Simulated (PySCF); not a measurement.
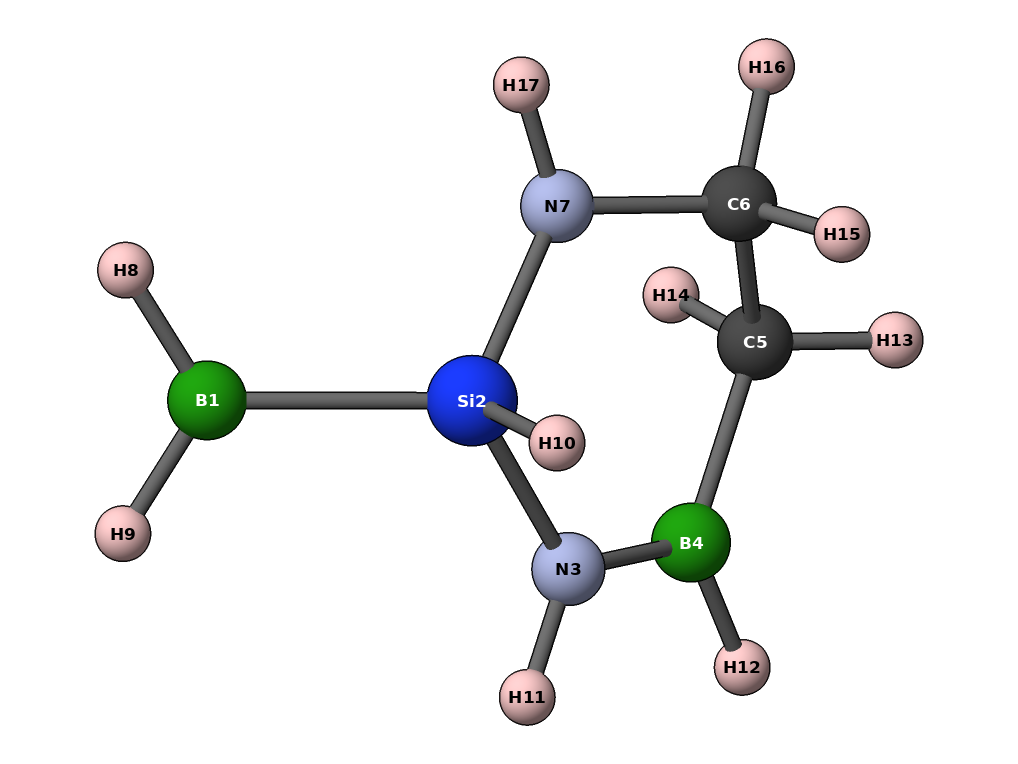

The questions are on ESP-fitted charges. Computed geometry: GFN2-xTB optimisation. No frequency run is at hand to confirm it as a minimum. Properties computed with PBE0/pcSseg-1, gas phase (PySCF 2.14.0).

List the ESP-fitted charges.

```csv
atom,value (e)
B1,0.24
Si2,0.52
N3,−0.62
B4,0.39
C5,−0.20
C6,0.18
N7,−0.67
H8,−0.11
H9,−0.11
H10,−0.15
H11,0.29
H12,−0.17
H13,0.02
H14,0.05
H15,0.01
H16,0.02
H17,0.30
```

The geometry is semi-empirical. Around B, Si such bond lengths and angles can be off by a tenth of an ångström or more and by several degrees, and values that hang on the shape move with them.
